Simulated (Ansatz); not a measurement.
Input

```
crystal:
  periodic: [false, false, false]
  atoms:
    - { symbol: Si, position_ang: [-0.987687, 0.07167, 0.357037] }
    - { symbol: O, position_ang: [1.82931, -0.637933, -0.63289] }
    - { symbol: Cl, position_ang: [-1.583567, -1.106086, -1.215197] }
    - { symbol: Cl, position_ang: [-0.315818, 1.898047, -0.361079] }
    - { symbol: Cl, position_ang: [-2.620186, 0.422444, 1.576922] }
    - { symbol: H, position_ang: [1.765975, -0.301417, 0.28097] }
    - { symbol: H, position_ang: [0.06093, -0.532596, 1.151652] }
    - { symbol: H, position_ang: [1.851042, 0.185871, -1.157314] }
magnetization:
  spin_polarized: true
basis:
  gaussian: { orbitals: def2-SVP }
hamiltonian:
  xc: pbe
  dispersion: d4
relax:
  f_tol: 0.03
  max_steps: 50
output:
  orbitals: {}
```

Launched as:

```sh
ansatz run input.yaml --threads 4 --pin off --max-ram 5120MiB --backend cpu --events-out ev --progress --plain --runs-dir out
```

The fields are those of the run's last geometry, not of the input's.

Method: UKS PBE-D4/def2-SVP (Ansatz).

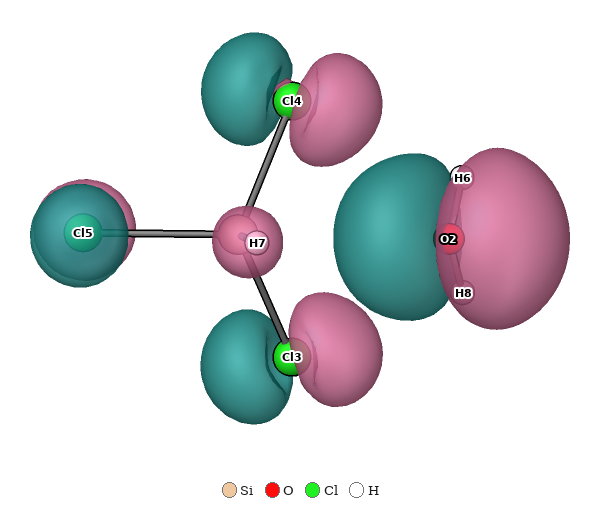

Cl$_{3}$HSi···H$_{2}$O. One frontier orbital at ±0.08 Å⁻³ᐟ² (teal and pink are the two phases), seen across its widest extent.

Which orbital is it: HOMO or LUMO?

The HOMO, at −7.05 eV. By Hirshfeld shares it lies mainly on O2 (about 70 %), Cl3 (about 5 %) and Cl4 (about 5 %); largely a lone pair of O2.
